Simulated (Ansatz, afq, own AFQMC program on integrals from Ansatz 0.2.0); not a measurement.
# BH4 (doublet): quantum Monte Carlo beside coupled cluster at distance B1–H5 = 1.075 Å, 6-31G, part 2 of 2

Ansatz 0.2.0, Gaussian basis, and an in-house AFQMC program (afq) on its integrals; all values are calculated; 6-31G, frozen cores. The steps go on from the part before.

## (13) CCSDTQ on UHF

Input file in.yaml:

```yaml
crystal:
  periodic: [false, false, false]
  atoms:
    - {symbol: B, position_ang: [0.003417, -0.006580, -0.006517]}
    - {symbol: H, position_ang: [0.418102, 0.805916, 0.804136]}
    - {symbol: H, position_ang: [-0.420910, -0.814273, 0.803944]}
    - {symbol: H, position_ang: [-0.409395, 0.802067, -0.821960]}
    - {symbol: H, position_ang: [0.375552, -0.723138, -0.716224]}
basis:
  gaussian: {orbitals: 6-31G}
magnetization: {spin_polarized: true, initial_magnetization: 1}
correlation: {method: ccsdtq, electrons: outside_noble_gas}
```

Launch:

```
$ ansatz run in.yaml --threads 1 --pin off --events-out ev --progress --plain --max-ram 1382MiB
```

Output:

```text
Functional definition: HF
  name "HF"
  cite "Fock, Z. Phys. 61, 126 (1930) doi:10.1007/BF01340294"
  parent pbe
  exchange = exact_x
  correlation = 0
394 factors; integrals over basis functions are off by at most 6.7e-8 eV
mean field evaluation 1: about -730.0120 eV, gradient 7.0e0 eV
mean field evaluation 2: about -730.0129 eV, gradient 7.0e0 eV
mean field evaluation 4: about -730.4074 eV, gradient 5.7e-1 eV
mean field evaluation 8: about -730.4152 eV, gradient 2.9e-3 eV
mean field evaluation 16: about -730.4152 eV, gradient 3.3e-6 eV
mean field evaluation 32: about -727.2861 eV, gradient 9.2e-2 eV
mean field -730.41521612 eV, -26.8422640990 hartree, gradient 3.3e-6 eV, S^2 0.761973; 1 other end points of the search recorded, 0 dependent functions left out
determinant -730.41521612 eV, -26.8422640990 hartree, with singles and doubles -732.89435448 eV, -26.9333707534 hartree
determinant -727.28550478 eV, -26.7272493288 hartree, with singles and doubles -729.79876487 eV, -26.8196099334 hartree
1 core orbitals not correlated: weight in the atoms' cores, before any rotation towards them, 1.000 or more for the frozen orbitals, at most 0.000 for the correlated occupied ones
reference -730.41521612 eV, -26.8422640990 hartree; 4, 3 occupied and 12, 13 virtual orbitals, 394 factors
second order -1.86444905 eV of doubles, -0.00000000 eV of singles
cycle   1  -2.27948653 eV  change   -4.2e-1 eV  update   5.2e-2
cycle   2  -2.51723491 eV  change   -2.4e-1 eV  update   2.5e-2
cycle   3  -2.53409978 eV  change   -1.7e-2 eV  update   8.0e-3
cycle   4  -2.53712854 eV  change   -3.0e-3 eV  update   2.6e-3
cycle   5  -2.53587622 eV  change    1.3e-3 eV  update   1.0e-3
cycle   6  -2.53618367 eV  change   -3.1e-4 eV  update   5.0e-4
cycle   7  -2.53620205 eV  change   -1.8e-5 eV  update   2.2e-4
cycle   8  -2.53613819 eV  change    6.4e-5 eV  update   1.0e-4
cycle   9  -2.53617956 eV  change   -4.1e-5 eV  update   3.2e-5
cycle  10  -2.53618448 eV  change   -4.9e-6 eV  update   1.1e-5
cycle  11  -2.53618105 eV  change    3.4e-6 eV  update   3.7e-6
cycle  12  -2.53617887 eV  change    2.2e-6 eV  update   1.2e-6
cycle  13  -2.53617877 eV  change    9.7e-8 eV  update   4.0e-7
Total energy: -732.95139488 eV, -26.9354669497 hartree
```

Run time: 34 s. Hardware: 1 thread of AMD EPYC (Zen 3), shared host.

From the report: ⟨S²⟩ of the determinant 0.762 (pure doublet: 0.75); correlation -2.5362 eV; T1 0.013; largest double amplitude 0.06.

## (14) Phaseless AFQMC, CISD trial on UHF

It reads the integrals that the CCSD(T) run on this determinant wrote.

Launch:

```
$ afq ham --method phaseless --trial cisd --walkers 200 --populations 1 --least-time 40 --time-step 0.005 --steps-per-block 50 --equilibration-blocks 28 --max-blocks 300 --target-error 0.00032 --factor-cut 1e-05 --start spin_pure --seed 2668 --release-times 0.24,0.51,0.99,1.62,2.4 --release-step 0.03 --release-every 4 --taylor-order 6
```

Output:

```text
orbitals 16  electrons 4 3  factors 111 of 254
reference energy -26.84226321 Eh
CCSD correlation -0.09112212 Eh in 11 cycles, weight of the determinant in the CISD state 0.9419
energy of the start -26.933237 Eh
 block  time / (1/Eh)  mean weight  energy / Eh
     1     0.250  1.0000  -26.932857
     2     0.500  1.0011  -26.933218
     3     0.750  0.9999  -26.933578
     4     1.000  0.9999  -26.934581
     5     1.250  0.9995  -26.934703
     6     1.500  0.9998  -26.934872
     7     1.750  0.9995  -26.934775
     8     2.000  0.9999  -26.934525
     9     2.250  0.9999  -26.936381
    10     2.500  0.9997  -26.935681
    13     3.250  0.9998  -26.935437
    17     4.250  1.0004  -26.934801
    21     5.250  1.0004  -26.935387
    25     6.250  1.0007  -26.934953
    29     7.250  0.9996  -26.935261
    33     8.250  0.9998  -26.935601
    37     9.250  0.9997  -26.935426
    41    10.250  1.0001  -26.935665
    45    11.250  0.9997  -26.934811
    49    12.250  1.0006  -26.935571
    53    13.250  1.0002  -26.934796
    57    14.250  0.9997  -26.935431
    61    15.250  0.9992  -26.935267
    65    16.250  1.0009  -26.935336
    69    17.250  0.9998  -26.934632
    73    18.250  1.0000  -26.935630
    77    19.250  0.9997  -26.934614
    81    20.250  1.0000  -26.934708
    85    21.250  1.0003  -26.934587
    89    22.250  1.0008  -26.934815
    93    23.250  1.0008  -26.935531
    97    24.250  0.9998  -26.934926
   101    25.250  0.9992  -26.934767
   105    26.250  0.9999  -26.935485
   109    27.250  0.9996  -26.934654
   113    28.250  1.0010  -26.934851
   117    29.250  1.0004  -26.934506
   121    30.250  1.0001  -26.934735
   125    31.250  0.9996  -26.934990
   129    32.250  1.0006  -26.935030
   133    33.250  1.0002  -26.935833
   137    34.250  1.0003  -26.935081
   141    35.250  1.0003  -26.934982
   145    36.250  1.0005  -26.935294
   149    37.250  0.9999  -26.934458
   153    38.250  1.0002  -26.934317
   157    39.250  0.9989  -26.934978
   161    40.250  0.9991  -26.934687
   165    41.250  0.9994  -26.934939
   169    42.250  0.9999  -26.935149
   173    43.250  0.9998  -26.935408
   177    44.250  1.0000  -26.935317
   181    45.250  1.0006  -26.935283
   185    46.250  0.9998  -26.935161
blocks merged  error / Eh  count
     1  0.000035  160
     2  0.000044  80
     4  0.000054  40
     8  0.000062  20
    16  0.000070  10
released: time / (1/Eh)  energy / Eh  error  mean overlap
  0.24  -26.935218  0.000055  1.0021
  0.51  -26.935293  0.000053  1.0019
  0.99  -26.935321  0.000060  1.0059
  1.62  -26.935460  0.000055  1.0088
  2.40  -26.935450  0.000071  1.0098
energy -26.935089 +/- 0.000062 Eh
```

It took 5 min on 1 thread of AMD EPYC (Zen 3), shared host.

Energy -732.9411 ± 0.0017 eV. Caveats: constraint bias not in the error.

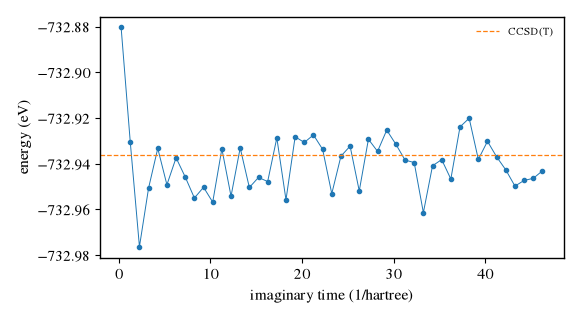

Block energies along the walk.

## (15) Free-projection AFQMC, single-determinant trial on UHF (settings varied)

It reads the integrals that the CCSD(T) run on this determinant wrote.

Launch:

```
$ afq ham --method free --trial hf --walkers 20 --time-step 0.01 --max-blocks 60 --target-error 0.00064 --factor-cut 1e-05 --seed 4594 --times 0.0,0.4,0.8,1.6,2.4 --taylor-order 8
```

Output:

```text
orbitals 16  electrons 4 3  factors 111 of 254
reference energy -26.84226321 Eh
CCSD correlation -0.09112212 Eh in 11 cycles, weight of the determinant in the CISD state 0.9419
Error: the cluster equations did not converge
```

Hardware: 1 thread of AMD EPYC (Zen 3), shared host.

No energy. The run doesn't count as converged.

## (16) Phaseless AFQMC, CISD trial on UHF (settings varied)

It reads the integrals that the CCSD(T) run on this determinant wrote.

Launch:

```
$ afq ham --method phaseless --trial cisd --walkers 40 --populations 1 --least-time 40 --time-step 0.01 --steps-per-block 50 --equilibration-blocks 12 --max-blocks 80 --target-error 0.00064 --factor-cut 1e-05 --start spin_pure --seed 2986 --taylor-order 6
```

Output:

```text
orbitals 16  electrons 4 3  factors 111 of 254
reference energy -26.84226321 Eh
CCSD correlation -0.09112212 Eh in 11 cycles, weight of the determinant in the CISD state 0.9419
energy of the start -26.933237 Eh
 block  time / (1/Eh)  mean weight  energy / Eh
     1     0.500  0.9980  -26.933214
     2     1.000  1.0010  -26.934666
     3     1.500  1.0010  -26.934782
     4     2.000  1.0014  -26.934909
     5     2.500  1.0010  -26.938039
     6     3.000  0.9986  -26.934629
     7     3.500  1.0016  -26.933779
     8     4.000  0.9990  -26.936085
     9     4.500  1.0016  -26.935650
    10     5.000  1.0011  -26.934880
    11     5.500  1.0024  -26.933739
    13     6.500  0.9968  -26.934726
    15     7.500  1.0025  -26.935243
    17     8.500  0.9969  -26.936256
    19     9.500  1.0004  -26.936691
    21    10.500  0.9991  -26.935302
    23    11.500  0.9994  -26.934283
    25    12.500  0.9980  -26.934639
    27    13.500  0.9968  -26.935485
    29    14.500  0.9988  -26.934323
    31    15.500  0.9978  -26.935997
    33    16.500  0.9999  -26.936284
    35    17.500  0.9997  -26.935300
    37    18.500  0.9968  -26.934391
    39    19.500  1.0006  -26.933523
    41    20.500  0.9992  -26.933993
    43    21.500  1.0011  -26.933861
    45    22.500  1.0020  -26.934938
    47    23.500  1.0003  -26.934729
    49    24.500  1.0037  -26.933820
    51    25.500  0.9980  -26.934888
    53    26.500  0.9976  -26.934265
    55    27.500  1.0002  -26.935293
    57    28.500  0.9995  -26.936267
    59    29.500  1.0011  -26.936249
    61    30.500  1.0011  -26.934394
    63    31.500  1.0032  -26.934913
    65    32.500  1.0009  -26.935284
    67    33.500  1.0026  -26.934345
    69    34.500  0.9972  -26.935917
    71    35.500  1.0015  -26.938282
    73    36.500  0.9982  -26.936081
    75    37.500  1.0022  -26.936418
    77    38.500  1.0017  -26.936199
    79    39.500  0.9961  -26.934987
    81    40.500  1.0002  -26.934971
    83    41.500  1.0032  -26.934067
    85    42.500  0.9995  -26.936195
    87    43.500  0.9973  -26.934660
    89    44.500  0.9974  -26.934186
    91    45.500  0.9930  -26.937050
blocks merged  error / Eh  count
     1  0.000116  80
     2  0.000134  40
     4  0.000162  20
     8  0.000209  10
energy -26.935231 +/- 0.000162 Eh
```

Wall time 25 s (1 thread of AMD EPYC (Zen 3), shared host).

Energy -732.9450 ± 0.0044 eV. Caveats: constraint bias not in the error. The error still grows with block length (0.0036 to 0.0057 eV), so the bar may be too small.

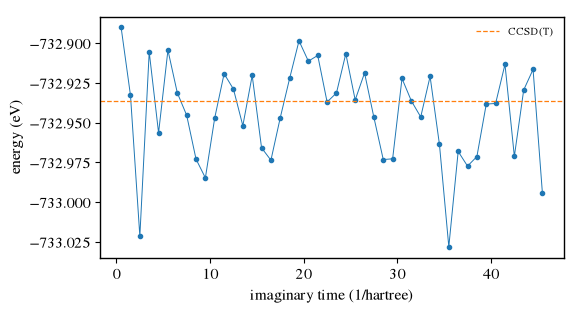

Block energies along the walk.

## (17) All levels side by side

The full CI on restricted orbitals is not used as the yardstick for these unrestricted rows.

On the UHF determinant, counted from CCSDTQ (a yardstick, not exact):

| level | energy (eV) | from CCSDTQ (meV) | statistical error (meV) | time |
| --- | --- | --- | --- | --- |
| HF | -730.4152 | +2536.2 |  |  |
| MP2 | -732.2796 | +671.8 |  |  |
| CCSD | -732.8948 | +56.6 |  |  |
| CCSD(T) | -732.9362 | +15.2 |  |  |
| CCSDT(Q) | -732.9511 | +0.3 |  |  |
| CCSDTQ | -732.9514 | 0.0 |  |  |
| Phaseless AFQMC, CISD trial, step 0.005, 200 walkers | -732.9411 | +10.3 | 1.7 | 5 min |
| Phaseless AFQMC, CISD trial, step 0.01, 40 walkers | -732.9450 | +6.4 | 4.4 | 25 s |

The functionals' totals stand on their own zeros and serve differences with other points: PBE -736.303 eV; r2SCAN -737.139 eV; PBE0 -736.488 eV; B3LYP -738.022 eV; wB97M-V -736.568 eV; B2PLYP -735.852 eV.

## (18) Results

The summary covers parts 1 to 2.

```
                                      quantity            value
                    CCSD(T) on UHF from CCSDTQ        +15.2 meV
Phaseless AFQMC, CISD trial on UHF from CCSDTQ  +10.3 ± 1.7 meV
```

**Reading.** On UHF the phaseless walk with the CISD trial lies +10.3 meV from CCSDTQ, 6 times its error bar. Error bars are statistical and leave out the constraint, the time step and what remains of the start.
